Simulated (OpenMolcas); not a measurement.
**Si2H6O2 (SMILES O[SiH2][SiH2]O), step by step**

Wanted: a single-point energy (HF/ANO-RCC-MB), then the energy (CASSCF(2,2)/ANO-RCC-VDZP), then the energy along one coordinate (CASPT2(2,2)/ANO-RCC-VDZP), then the energy along one coordinate (SC-NEVPT2(2,2)/ANO-RCC-VDZP), then an energy scan (MC-PDFT[tPBE](2,2)/ANO-RCC-VDZP) of Si2H6O2. 

Program for the calculation: OpenMolcas 26.06.

**1. The system as given**

The species is Si2H6O2 (10 atoms), meant as a singlet with charge 0. As SMILES, `O[SiH2][SiH2]O`. The shape is that of a PBE0-D4/def2-TZVP optimisation. This is one conformer, not always the lowest.

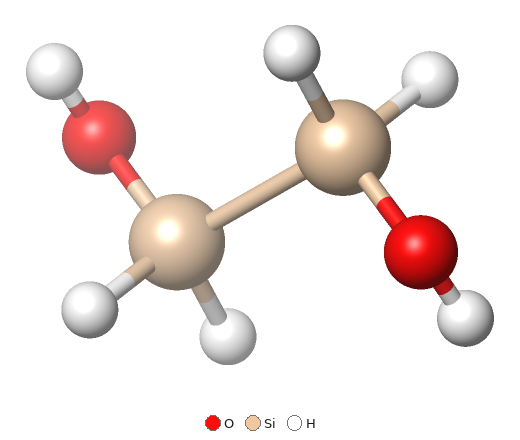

Viewed from a chosen angle; oxygen red, silicon light orange, hydrogen white.

**2. A single-point energy at HF/ANO-RCC-MB (DKH2) (run 1)**

File mol.xyz:

```xyz
10

O     -1.023300     1.887700     1.029000
Si     0.114300     0.686000     0.959700
Si    -0.148600    -0.673600    -0.947700
O      0.987200    -1.877000    -1.014900
H     -1.013300     2.545500     0.332800
H     -0.079100    -0.112900     2.199100
H      1.498300     1.246700     0.986300
H     -1.533500    -1.232000    -0.975500
H      0.047500     0.124300    -2.187300
H      0.975700    -2.534100    -0.318000
```

File step1.input:

```
* H6O2Si2 Hartree-Fock
&gateway
coord=mol.xyz
basis=ANO-RCC-MB
group=NoSym
&seward
&scf
prorbitals=0
&localisation
occupied
freeze
pipek-mezey
&localisation
fileorb=$Project.LocOrb
virtual
pipek-mezey
```

Started as:

```
$ export MOLCAS_MEM=1860
$ pymolcas step1.input > step1.log
```

The program printed:

```text
--- Start Module: gateway ---
[...]
--- Stop Module: gateway /rc=_RC_ALL_IS_WELL_ ---
[...]
      Basis functions           34
[...]
       Convergence after   9 Iterations
[...]
::    Total SCF energy                               -732.1418523299
[...]
      Total spin, S                                     0.0000000000
[...]
      Total electronic charge=   50.000000
      Total            charge=   -0.000000
[...]
      Dipole Moment (debye):
      Origin of the operator (angstrom)=   -0.0175    0.0059    0.0064
                   X= -1.1700E-03               Y=  2.3007E-03               Z= -1.0482E-03           Total=  2.7858E-03
      Quadrupole Moment (debye*angstrom):
[...]
--- Start Module: localisation ---
[...]
--- Stop Module: localisation /rc=_RC_ALL_IS_WELL_ ---
--- Start Module: localisation ---
[...]
--- Stop Module: localisation /rc=_RC_ALL_IS_WELL_ ---
[...]
```

It took 6 s on 1 thread of Intel Xeon Platinum 8259CL at 2.50GHz (Skylake/Cascade Lake), shared host; peak memory 0.38 GiB.

**3. A single-point energy at CASSCF(2,2)/ANO-RCC-VDZP (DKH2, RICD fitting) (run 2)**

mol.xyz is that of step 2.

File step2.inp:

```
>>> EXPORT MOLCAS_PRINT=2

&GATEWAY
  Coord=mol.xyz
  Basis=ANO-RCC-MB
  Group=NoSym

&SEWARD

&RASSCF
  FileOrb=$CurrDir/step1.LocOrb
  Alter=1
  1 26 27
  Spin=1
  Nactel=2 0 0
  Inactive=24
  Ras2=2
  OrbListing=Nothing
>>> COPY $Project.RunFile RUNFIL1
>>> COPY $Project.RasOrb INPORB

&GATEWAY
  Coord=mol.xyz
  Basis=ANO-RCC-VDZP
  Group=NoSym
  RICD

&SEWARD
>>> COPY $Project.RunFile RUNFIL2

&EXPBAS

&RASSCF
  FileOrb=$Project.ExpOrb
  Spin=1
  Nactel=2 0 0
  Inactive=24
  Ras2=2
  OrbListing=Nothing
```

Started as:

```
$ export MOLCAS_MEM=1860
$ pymolcas step2.inp > step2.log
```

The program printed:

```text
--- Start Module: gateway ---
[...]
--- Stop Module: gateway /rc=_RC_ALL_IS_WELL_ ---
[...]
      Basis functions           34
[...]
      Number of active orbitals                  2
[...]
      Spin quantum number                      0.0
[...]
      Active orbitals                            2
[...]
      Number of CSFs                             3
[...]
      Number of root(s) required                 1
[...]
      Convergence after 12 iterations
[...]
      printout of CI-coefficients larger than  0.05 for root  1
      energy=    -732.149139
      conf/sym  11     Coeff  Weight
             1  20   0.99541 0.99084
             3  02  -0.09571 0.00916
      Natural orbitals and occupation numbers for root  1
      sym 1:   1.981680   0.018320
      ************************************************************************************************************************
      *                                                    Final results                                                     *
[...]
::    RASSCF root number  1 Total energy:   -732.14913879
[...]
      Basis functions           94
[...]
--- Start Module: expbas ---
[...]
--- Stop Module: expbas /rc=_RC_ALL_IS_WELL_ ---
--- Start Module: rasscf ---
[...]
      Convergence after 16 iterations
[...]
      Natural orbitals and occupation numbers for root  1
      sym 1:   1.983884   0.016116
      ************************************************************************************************************************
      *                                                    Final results                                                     *
[...]
::    RASSCF root number  1 Total energy:   -732.56038092
[...]
      Total electronic charge=   50.000000
      Total            charge=   -0.000000
[...]
      Dipole Moment (debye):
      Origin of the operator (angstrom)=   -0.0175    0.0059    0.0064
                   X= -1.3521E-03               Y=  1.8331E-03               Z= -7.0180E-04           Total=  2.3835E-03
      Quadrupole Moment (debye*angstrom):
[...]
--- Stop Module: rasscf /rc=_RC_ALL_IS_WELL_ ---
[...]
```

Run time: 20 s. Hardware: 1 thread of Intel Xeon Platinum 8259CL at 2.50GHz (Skylake/Cascade Lake), shared host; peak memory 0.38 GiB.

**4. The energy along one coordinate at CASPT2(2,2)/ANO-RCC-VDZP (DKH2, RICD fitting, ipea shift 0.25 Eh, pt2 variant SS) (run 3)**

File step3.inp:

```
* H6O2Si2 CASPT2
>>> EXPORT MOLCAS_PRINT=2
>>> COPY $CurrDir/step2.RasOrb $Project.RasOrb
>>> ForEach K in (1, 2, 3, 4, 5, 6, 7, 8, 9)

&GATEWAY
  COORD = $CurrDir/point$K.xyz
  BASIS = ANO-RCC-VDZP
  GROUP = NoSym
  RICD

&SEWARD

&RASSCF
  FILEORB = $Project.RasOrb
  SPIN = 1
  NACTEL = 2 0 0
  INACTIVE = 24
  RAS2 = 2
  ORBLISTING = Nothing

&CASPT2
  IMAGINARY = 0.2
  FROZEN = 12
>>> EndDo
```

Started as:

```
$ export MOLCAS_MEM=1860
$ pymolcas step3.inp > step3.log
```

The program printed:

```text
[...]
      Basis functions           94
[...]
      Number of active orbitals                  2
[...]
      Spin quantum number                      0.0
[...]
      Active orbitals                            2
[...]
      Number of CSFs                             3
[...]
      Number of root(s) required                 1
[...]
      Convergence after 29 iterations
[...]
      Natural orbitals and occupation numbers for root  1
      sym 1:   1.983776   0.016224
      ************************************************************************************************************************
      *                                                    Final results                                                     *
[...]
::    RASSCF root number  1 Total energy:   -732.54129792
[...]
::    CASPT2 Root  1     Total energy:   -733.12397167
[...]
      Convergence after 22 iterations
[...]
      Natural orbitals and occupation numbers for root  1
      sym 1:   1.983888   0.016112
      ************************************************************************************************************************
      *                                                    Final results                                                     *
[...]
      Convergence after 10 iterations
[...]
      Natural orbitals and occupation numbers for root  1
      sym 1:   1.613931   0.386069
      ************************************************************************************************************************
      *                                                    Final results                                                     *
[...]
      Convergence after 11 iterations
[...]
      Natural orbitals and occupation numbers for root  1
      sym 1:   1.318918   0.681082
      ************************************************************************************************************************
      *                                                    Final results                                                     *
[...]
      Convergence after  9 iterations
[...]
      Natural orbitals and occupation numbers for root  1
      sym 1:   1.106432   0.893568
      ************************************************************************************************************************
      *                                                    Final results                                                     *
[...]
::    RASSCF root number  1 Total energy:   -732.45704039
[...]
::    CASPT2 Root  1     Total energy:   -733.02512692
[...]
      Convergence after  6 iterations
[...]
::    RASSCF root number  1 Total energy:   -732.45670177
[...]
::    CASPT2 Root  1     Total energy:   -733.02447625
[...]
```

Wall time 2 min (1 thread of Intel Xeon Platinum 8259CL at 2.50GHz (Skylake/Cascade Lake), shared host); peak memory 0.085 GiB.

The scan, from its lowest point:

```csv
Si3–Si2 (Å),energy (kJ/mol)
2.121,41.5
2.357,0.0
2.593,18.7
2.946,85.9
3.418,177.9
4.007,253.6
4.714,290.3
5.657,301.0
7.071,302.7
```

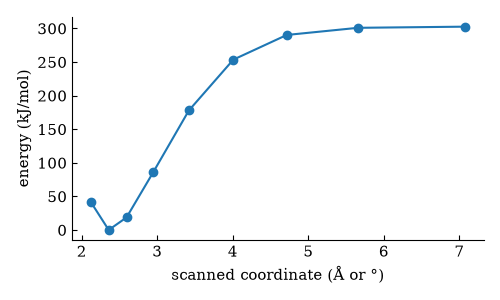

Energy along the scan.

**5. The energy along one coordinate at SC-NEVPT2(2,2)/ANO-RCC-VDZP (DKH2, RICD fitting, pt2 variant SC-NEVPT2) (run 4)**

File step4.inp:

```
>>> COPY $CurrDir/step2.RasOrb $Project.RasOrb
>>> ForEach K in (1, 2, 3, 4, 5, 6, 7, 8, 9)

&GATEWAY
 Coord=$CurrDir/point$K.xyz
 Basis=ANO-RCC-VDZP
 Group=NoSym
 RICD

&SEWARD

&RASSCF
 FileOrb=$Project.RasOrb
 Spin=1
 Nactel=2 0 0
 Inactive=24
 Ras2=2
 OrbListing=Nothing

&CASPT2
 SC-NEVPT2
 Frozen=12
>>> EndDo
```

Started as:

```
$ export MOLCAS_MEM=1860
$ pymolcas step4.inp > step4.log
```

The program printed:

```text
[...]
      Basis functions           94
[...]
      Number of active orbitals                  2
[...]
      Spin quantum number                      0.0
[...]
      Active orbitals                            2
[...]
      Number of CSFs                             3
[...]
      Number of root(s) required                 1
[...]
      Convergence after 29 iterations
[...]
      printout of CI-coefficients larger than  0.05 for root  1
      energy=    -732.541298
      conf/sym  11     Coeff  Weight
             1  20   0.99594 0.99189
             3  02  -0.09007 0.00811
      Natural orbitals and occupation numbers for root  1
      sym 1:   1.983776   0.016224
      ************************************************************************************************************************
      *                                                    Final results                                                     *
[...]
::    RASSCF root number  1 Total energy:   -732.54129792
[...]
      E2 (Variational):          -0.5779585864
[...]
::    SC-NEVPT2 Root  1     Total energy:   -733.11924918
[...]
      Convergence after 22 iterations
[...]
      Natural orbitals and occupation numbers for root  1
      sym 1:   1.983888   0.016112
      ************************************************************************************************************************
      *                                                    Final results                                                     *
[...]
      Convergence after 10 iterations
[...]
      Natural orbitals and occupation numbers for root  1
      sym 1:   1.613931   0.386069
      ************************************************************************************************************************
      *                                                    Final results                                                     *
[...]
      Convergence after 11 iterations
[...]
      Natural orbitals and occupation numbers for root  1
      sym 1:   1.318918   0.681082
      ************************************************************************************************************************
      *                                                    Final results                                                     *
[...]
      Convergence after  9 iterations
[...]
::    RASSCF root number  1 Total energy:   -732.45704039
[...]
::    SC-NEVPT2 Root  1     Total energy:   -733.02273674
[...]
      Convergence after  6 iterations
[...]
::    RASSCF root number  1 Total energy:   -732.45670177
[...]
      E2 (Variational):          -0.5654560731
[...]
      Reference weight:           0.84064
[...]
::    SC-NEVPT2 Root  1     Total energy:   -733.02215785
[...]
```

It took 1.9 min on 1 thread of Intel Xeon Platinum 8259CL at 2.50GHz (Skylake/Cascade Lake), shared host; peak memory 0.085 GiB.

The scan, from its lowest point:

```csv
Si3–Si2 (Å),energy (kJ/mol)
2.121,40.3
2.357,0.0
2.593,16.4
2.946,81.6
3.418,173.2
4.007,248.6
4.714,284.0
5.657,293.7
7.071,295.2
```

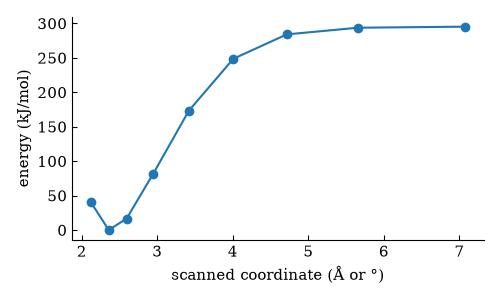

Energy along the scan.

**6. The energy along one coordinate at MC-PDFT[tPBE](2,2)/ANO-RCC-VDZP (DKH2, RICD fitting) (run 5)**

File step5.input:

```
>>> COPY $CurrDir/step2.RasOrb $Project.RasOrb
>>> ForEach K in (1, 2, 3, 4, 5, 6, 7, 8, 9)

&GATEWAY
 Coord=$CurrDir/point$K.xyz
 Basis=ANO-RCC-VDZP
 Group=NoSym
 RICD

&SEWARD

&RASSCF
 FileOrb=$Project.RasOrb
 Spin=1
 Nactel=2 0 0
 Inactive=24
 Ras2=2
 OrbListing=Nothing

&MCPDFT
 KSDFT=T:PBE
>>> EndDo
```

Started as:

```
$ export MOLCAS_MEM=1860
$ pymolcas step5.input > step5.log
```

The program printed:

```text
--- Start Module: gateway ---
[...]
      Basis functions           94
[...]
      Number of active orbitals                  2
[...]
      Spin quantum number                      0.0
[...]
      Active orbitals                            2
[...]
      Number of CSFs                             3
[...]
      Number of root(s) required                 1
[...]
      Convergence after 29 iterations
[...]
      printout of CI-coefficients larger than  0.05 for root  1
      energy=    -732.541298
      conf/sym  11     Coeff  Weight
             1  20   0.99594 0.99189
             3  02  -0.09007 0.00811
      Natural orbitals and occupation numbers for root  1
      sym 1:   1.983776   0.016224
      ************************************************************************************************************************
      *                                                    Final results                                                     *
[...]
::    RASSCF root number  1 Total energy:   -732.54129792
[...]
::    MCPDFT root number  1 Total energy:   -733.99557425
[...]
      Convergence after 22 iterations
[...]
      Natural orbitals and occupation numbers for root  1
      sym 1:   1.983888   0.016112
      ************************************************************************************************************************
      *                                                    Final results                                                     *
[...]
      Convergence after 10 iterations
[...]
      Natural orbitals and occupation numbers for root  1
      sym 1:   1.613931   0.386069
      ************************************************************************************************************************
      *                                                    Final results                                                     *
[...]
      Convergence after 11 iterations
[...]
      Natural orbitals and occupation numbers for root  1
      sym 1:   1.318918   0.681082
      ************************************************************************************************************************
      *                                                    Final results                                                     *
[...]
      Convergence after  9 iterations
[...]
::    RASSCF root number  1 Total energy:   -732.45704039
[...]
::    MCPDFT root number  1 Total energy:   -733.88812965
[...]
      Convergence after  6 iterations
[...]
::    RASSCF root number  1 Total energy:   -732.45670177
[...]
      Total electronic charge=   50.000000
      Total            charge=   -0.000000
[...]
::    MCPDFT root number  1 Total energy:   -733.88791328
[...]
```

Wall time 1.9 min (1 thread of Intel Xeon Platinum 8259CL at 2.50GHz (Skylake/Cascade Lake), shared host); peak memory 0.085 GiB.

The scan, from its lowest point:

```csv
Si3–Si2 (Å),energy (kJ/mol)
2.121,38.3
2.357,0.0
2.593,19.1
2.946,85.9
3.418,182.3
4.007,267.9
4.714,310.4
5.657,320.4
7.071,321.0
```

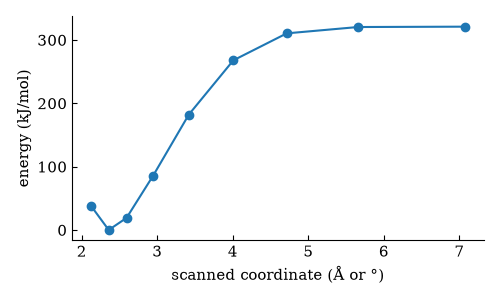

Energy along the scan.

**7. Results**

```
                                                         quantity          value
                               run 1, HF/ANO-RCC-MB: total energy  -732.14185 Eh
                              run 1, HF/ANO-RCC-MB: dipole moment         0.00 D
                                run 1, HF/ANO-RCC-MB: HOMO energy      -11.06 eV
                                run 1, HF/ANO-RCC-MB: LUMO energy        4.51 eV
                              run 1, HF/ANO-RCC-MB: HOMO–LUMO gap       15.57 eV
                    run 2, CASSCF(2,2)/ANO-RCC-VDZP: total energy  -732.56038 Eh
  run 2, CASSCF(2,2)/ANO-RCC-VDZP: dipole moment (CASSCF density)         0.00 D
       run 3, CASPT2(2,2)/ANO-RCC-VDZP: lowest energy of the scan  -733.13976 Eh
    run 4, SC-NEVPT2(2,2)/ANO-RCC-VDZP: lowest energy of the scan  -733.13459 Eh
run 5, MC-PDFT[tPBE](2,2)/ANO-RCC-VDZP: lowest energy of the scan  -734.01017 Eh
```

What this shows: Mulliken charges (run 1, HF/ANO-RCC-MB) run from -0.81 on O1 to +0.59 on Si3. Mulliken charges (run 2, CASSCF(2,2)/ANO-RCC-VDZP) run from -0.51 on O4 to +0.71 on Si2; they depend strongly on the basis.
